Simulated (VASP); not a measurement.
Band structure of AuAl$_{2}$ (fluorite). Level of theory: SCAN meta-GGA, VASP's PBE PAW potentials (set 64) (plane waves; VASP).

Unless said otherwise, spin-orbit coupling is left out, though it shifts the bands of the heavy elements here.

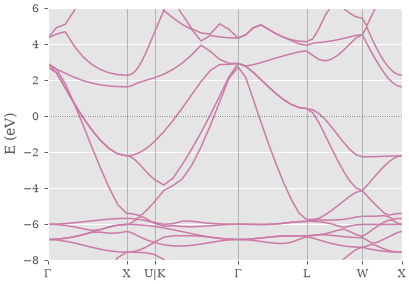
Bands along high-symmetry lines, zero at the valence-band maximum or, without a gap, the Fermi level

**Question.** Read the plot: is there a gap, and where are the band edges?

**Answer.** It has no gap at this level: it comes out as a metal or semimetal.

The compound is AuAl2 in the fluorite structure. It was relaxed first. The electron count is odd and the run is not spin-polarised, which forces a metal.
